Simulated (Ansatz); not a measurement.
LiTi$_{12}$: several calculations on one system

## 1. Relaxation

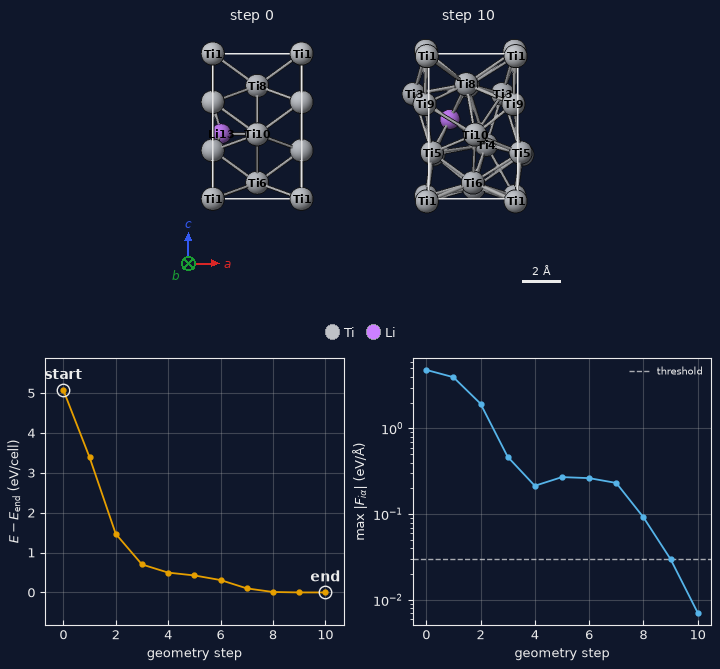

First and last geometry of a relaxation of a defect cell of composition LiTi12, with the history of the run. Style: ball-and-stick. Shown: the cell of the calculation, reduced to other axes, along the b axis. Lengths and directions refer to the drawn axes.

It is an interstitial Li in hcp Ti. The run prepares an end point of a later path (interstitial hop) calculation, from a guessed geometry.

These are results of DFT LDA, scalar-relativistic, plane waves, PAW in Ansatz 0.2.0, not measurements. Settings: plane-wave cutoff 420 eV; k-point mesh 3 × 2 × 4; occupations fermi dirac; smearing width 0.15 eV; no spin polarisation; atoms relaxed in a fixed cell; force threshold 0.03 eV/Å; at most 60 steps.

> Did the run converge, and what did it change?

It converged. The energy falls by 5.073 eV per cell of the calculation in 10 geometry steps. Largest force component: 4.8 eV/Å at the start, 0.0071 eV/Å at the end. The Li atom moves most: 1.01 Å roughly along [3 1 2]. By element the largest moves are Li 1.01 Å, Ti 0.91 Å. The cell doesn't change. Among the contacts that change: Ti–Ti 2.896 → 4.678 Å, Ti–Ti 4.134 → 3.095 Å, Li–Ti 3.492 → 2.575 Å, Li–Ti 1.782 → 2.640 Å. New bonds form, among them: Li–Ti (3.48 → 2.64 Å), Li–Ti (3.49 → 2.57 Å), Ti–Ti (4.13 → 3.10 Å). Bonds break, among them: Ti–Ti (2.90 → 4.68 Å). Among the angles between lasting bonds that change: Ti–Li–Ti 105.7° → 179.7°, Ti–Li–Ti 178.3° → 119.0°, Ti–Li–Ti 112.5° → 78.5°. The run took 35 s on 4 threads of Intel(R) Xeon(R) Platinum 8488C (Sapphire Rapids), on a shared host, peak memory 0.86 GiB.

```csv
step,"E − E(0), meV/atom","largest force component, eV/Å"
0,0.00,4.8151
1,-129.56,3.9585
2,-277.29,1.9462
3,-336.24,0.4678
4,-351.98,0.2149
5,-357.45,0.2714
6,-366.31,0.2640
7,-382.38,0.2320
8,-389.38,0.0925
9,-390.21,0.0301
10,-390.27,0.0071
```

Limits of the set-up: the periodic images lie only 4.7 Å apart, so the values are limited by the cell's size.

## 2. Relaxation

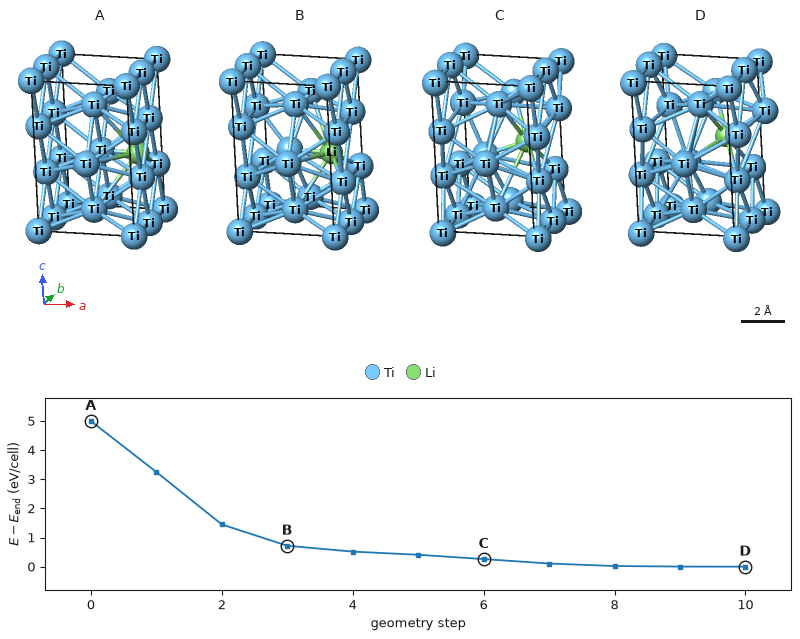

Frames of a relaxation of a defect cell of composition LiTi$_{12}$, marked on the history of the run. The picture is a ball-and-stick view of the cell of the calculation, reduced to other axes, seen slightly off an axis. Lengths and directions refer to the drawn axes.

It is an interstitial Li in hcp Ti. The run prepares an end point of a later path (interstitial hop) calculation, from a guessed geometry.

These are results of Ansatz 0.2.0, DFT LDA, scalar-relativistic, plane waves, PAW, not measurements.

Input file:
```yaml
crystal:
  lattice:
    - [5.9, 0.0, 0.0]
    - [-4.425, 7.664325, 0.0]
    - [0.0, 0.0, 4.6846]
  atoms:
    - { symbol: Ti, position: [0.0, 0.0, 0.0] }
    - { symbol: Ti, position: [0.16666666, 0.22222222, 0.5] }
    - { symbol: Ti, position: [-1.0e-08, 0.33333333, 0.0] }
    - { symbol: Ti, position: [0.16666666, 0.55555554, 0.5] }
    - { symbol: Ti, position: [-1.0e-08, 0.66666665, 0.0] }
    - { symbol: Ti, position: [0.16666665, 0.88888887, 0.5] }
    - { symbol: Ti, position: [0.5, 0.0, 0.0] }
    - { symbol: Ti, position: [0.66666666, 0.22222222, 0.5] }
    - { symbol: Ti, position: [0.49999999, 0.33333333, 0.0] }
    - { symbol: Ti, position: [0.66666666, 0.55555554, 0.5] }
    - { symbol: Ti, position: [0.49999999, 0.66666665, 0.0] }
    - { symbol: Ti, position: [0.66666665, 0.88888887, 0.5] }
    - { symbol: Li, position: [0.16035361, 0.55641556, 1.11615452] }
basis:
  ecutwfc: 420.0
kpoints:
  mp_grid: { grid: [3, 2, 4] }
hamiltonian:
  xc: lda
scf:
  occupations: { method: fermi_dirac, width: 0.15 }
  lower_state_search: "off"
relax:
  f_tol: 0.03
  max_steps: 60
  adjacent_minimum: "off"
output:
  write_density: true
  write_potential: true
  elf: true
  volumetric_format: npy
```

Command:
```bash
ansatz run input.yaml --threads 4 --pin off --max-ram 10240MiB --backend cpu --events-out ev --progress --plain --runs-dir out
```

What happens along the run?

After 10 geometry steps the energy has fallen by 4.998 eV per cell of the calculation. Largest force component: 4.9 eV/Å at the start, 0.019 eV/Å at the end. Li13 moves most: 0.98 Å along [−3 1 3]. By element the largest moves are Li 0.98 Å, Ti 0.90 Å. The cell stays as it was. Among the contacts that change: Ti3–Ti4 2.896 → 4.674 Å, Ti3–Ti12 4.134 → 3.097 Å, Ti2–Li13 3.477 → 2.572 Å, Ti3–Ti11 2.950 → 3.797 Å. New bonds form, among them: Ti2–Li13 (3.48 → 2.57 Å), Ti3–Ti12 (4.13 → 3.10 Å), Ti4–Ti7 (4.13 → 3.10 Å). Bonds break, among them: Ti3–Ti4 (2.90 → 4.67 Å). The run took 43 s on 4 threads of Intel(R) Xeon(R) Platinum 8488C (Sapphire Rapids), on a shared host, peak memory 0.93 GiB. From step 0 to 3: Ti4 moves most (0.58 Å), energy −4.279 eV per cell of the calculation. From step 3 to 6: Li13 moves most (0.58 Å), energy −0.458 eV per cell of the calculation. From step 6 to 10: Ti3 moves most (0.33 Å), energy −0.260 eV per cell of the calculation.

```tsv
step	E − E(0), meV/atom	largest force component, eV/Å
0	0.00	4.8751
1	-134.47	3.4074
2	-272.91	1.6696
3	-329.19	0.5339
4	-344.70	0.2071
5	-352.97	0.3544
6	-364.39	0.3690
7	-376.10	0.3539
8	-382.69	0.1291
9	-384.16	0.0673
10	-384.43	0.0185
```

Limits of the set-up: the periodic images lie only 4.7 Å apart, so the values are limited by the cell's size.

## 3. Path

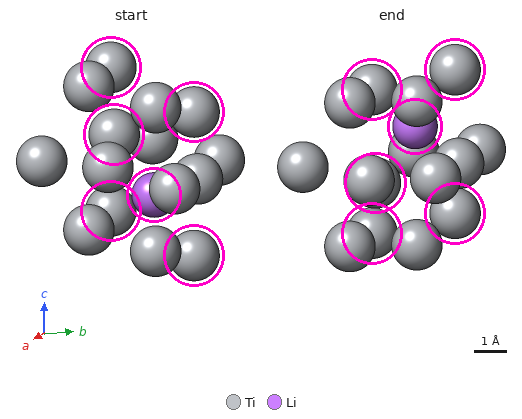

The two relaxed end points of a path for Ti with an interstitial Li (13 atoms in the cell). Style: spheres-only. Shown: the atoms within 4.1 Å of the middle of the path, slightly off an axis. The atoms that move most are ringed.

Level of theory: Ansatz 0.2.0, DFT LDA, scalar-relativistic, plane waves, PAW.

Input
```yaml
crystal:
  lattice:
    - [5.9, 0.0, 0.0]
    - [-4.425, 7.664325, 0.0]
    - [0.0, 0.0, 4.6846]
  atoms:
    - { symbol: Ti, position: [0.02929269, 0.01733499, 0.02141277] }
    - { symbol: Ti, position: [0.1937741, 0.22358318, 0.55903041] }
    - { symbol: Ti, position: [-0.05488784, 0.27731326, 0.17022778] }
    - { symbol: Ti, position: [0.23361523, 0.62812598, 0.3537032] }
    - { symbol: Ti, position: [-0.01499291, 0.68142258, -0.03526313] }
    - { symbol: Ti, position: [0.14891331, 0.88788342, 0.50264325] }
    - { symbol: Ti, position: [0.47568785, -0.01923017, 0.03293047] }
    - { symbol: Ti, position: [0.62494867, 0.21044508, 0.57836067] }
    - { symbol: Ti, position: [0.50295801, 0.34765775, 0.04608966] }
    - { symbol: Ti, position: [0.67549203, 0.55757428, 0.47812214] }
    - { symbol: Ti, position: [0.5544806, 0.69519769, -0.05384404] }
    - { symbol: Ti, position: [0.70235519, 0.92462561, 0.49096745] }
    - { symbol: Li, position: [0.09044387, 0.45281476, 0.76200508] }
basis:
  ecutwfc: 420.0
kpoints:
  mp_grid: { grid: [3, 2, 4] }
hamiltonian:
  xc: lda
scf:
  occupations: { method: fermi_dirac, width: 0.15 }
  lower_state_search: "off"
neb:
  images: 7
  f_tol: 0.03
  initial_path: idpp
  max_iterations: 72
  spring: 2.0
  final_atoms:
    - { symbol: Ti, position: [0.02869567, 0.01780135, -0.01955273] }
    - { symbol: Ti, position: [0.19411267, 0.2236739, 0.44376427] }
    - { symbol: Ti, position: [-0.05540444, 0.27771159, -0.1682107] }
    - { symbol: Ti, position: [0.23221607, 0.62811995, 0.64783897] }
    - { symbol: Ti, position: [-0.01483693, 0.68130245, 0.03816248] }
    - { symbol: Ti, position: [0.14830835, 0.88839372, 0.49926904] }
    - { symbol: Ti, position: [0.47519271, -0.01844353, -0.03141796] }
    - { symbol: Ti, position: [0.62546454, 0.21118215, 0.42287096] }
    - { symbol: Ti, position: [0.50308762, 0.34821816, -0.04452924] }
    - { symbol: Ti, position: [0.67553838, 0.55821947, 0.52326939] }
    - { symbol: Ti, position: [0.55461797, 0.69579585, 0.05450581] }
    - { symbol: Ti, position: [0.70172904, 0.92498819, 0.51046963] }
    - { symbol: Li, position: [0.09163188, 0.45278554, 1.23971461] }
  order_check: true
```

Run as
```bash
ansatz run input.yaml --threads 4 --pin off --max-ram 10240MiB --backend cpu --events-out ev --progress --plain --runs-dir out
```

### Predict the minimum-energy path and its barrier.

The two ends have the same energy, and the highest point, image 4, lies 0.37 eV above the start. The Li atom travels furthest, 2.24 Å from end to end, along +c, on a path that bends up to 1.04 Å away from the straight line. It doesn't move alone: Ti (1.59 Å), Ti (1.38 Å) move with it. The band converged in 21 iterations. The climbing image converged on the top of the path. A check of its curvatures found one unstable direction (−0.27 eV/Å²), as a transition state must have.

Energies of the converged images:

```json
{"image": "0", "path (Å)": "0.00", "E (eV)": "0.000"}
{"image": "1", "path (Å)": "0.83", "E (eV)": "0.097"}
{"image": "2", "path (Å)": "1.66", "E (eV)": "0.123"}
{"image": "3", "path (Å)": "2.50", "E (eV)": "0.276"}
{"image": "4", "path (Å)": "3.33", "E (eV)": "0.371"}
{"image": "5", "path (Å)": "4.14", "E (eV)": "0.281"}
{"image": "6", "path (Å)": "4.96", "E (eV)": "0.129"}
{"image": "7", "path (Å)": "5.78", "E (eV)": "0.097"}
{"image": "8", "path (Å)": "6.59", "E (eV)": "0.000"}
```

The geometry at the top of the path:

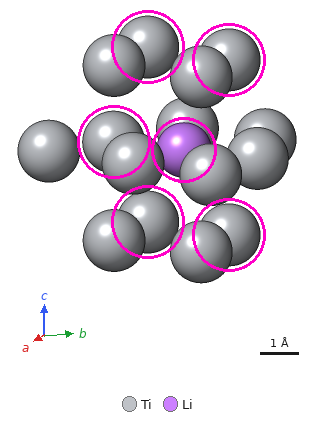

Limits of the set-up: the periodic images lie only 4.7 Å apart, so the values are limited by the cell's size.

Cost: 12 min on 4 threads of Intel(R) Xeon(R) Platinum 8488C (Sapphire Rapids), with other jobs on the host, peak memory 2.3 GiB.
